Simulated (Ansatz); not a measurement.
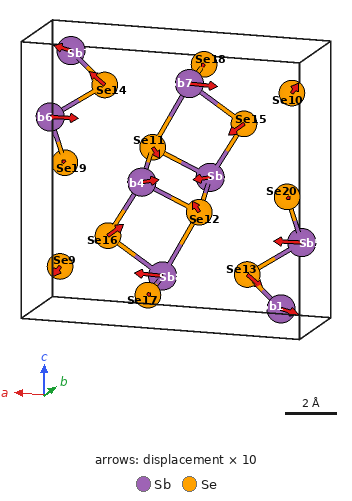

A relaxation of crystalline Sb2Se3 (built on the database structure type). The starting structure is drawn; red arrows show the displacements (the part carried along by the change of the cell is left out), 10 times their true length.

A ball-and-stick model of the cell of the calculation, seen from a free direction.

Computed with DFT, r2SCAN+rVV10, plane waves, PAW (Ansatz). Settings: plane-wave cutoff 500 eV; k-point mesh 2 × 6 × 2; occupations fermi dirac; smearing width 0.02 eV; no spin polarisation; cell and atoms relaxed; force threshold 0.005 eV/Å.

Which element moves most?

Antimony: up to 0.12 Å, against 0.09 Å for selenium.

What did the optimiser do to the structure, and how much energy did it gain?

Over 4 accepted moves (8 points after the start) the energy falls by 0.177 eV per cell of the calculation. Largest force component: 0.27 eV/Å at the start, 0.0031 eV/Å at the end. The pressure goes from 0.45 to 0.00 GPa. The line search rejected the trial steps at points 1, 3, 5 of the run. At 1 point the geometry stayed and the basis and grid were re-selected for the new cell (energy shift of 1.4 meV per cell of the calculation at most each time). The largest moves relative to the cell, 0.12 Å, are those of Sb5, Sb6, Sb7 and Sb8. Sb5 goes along +a. Largest moves by element: Sb 0.12 Å, Se 0.09 Å. The drawn cell changes as follows: a 11.698 → 12.023 Å (+2.8 %), b unchanged at 3.989 Å, c 11.338 → 11.587 Å (+2.2 %); the volume changes by +5.0 %. Near-neighbour distances that change, for instance: Sb5–Se19 3.077 → 3.225 Å, Sb5–Se9 3.118 → 3.217 Å, Sb5–Se13 2.730 → 2.672 Å, Sb1–Se9 2.636 → 2.597 Å. Bond angles that change, for instance: Se16–Sb8–Se18 157.4° → 161.9°, Se16–Sb8–Se17 82.6° → 86.5°, Sb6–Se10–Sb6 79.5° → 76.6°. The space group stays Pnma (No. 62). The run took 100 s on 1 × NVIDIA H100 80GB HBM3 with 4 threads of AMD EPYC 7R13 Processor (Zen 3) (shared host), peak memory 1.7 GiB.
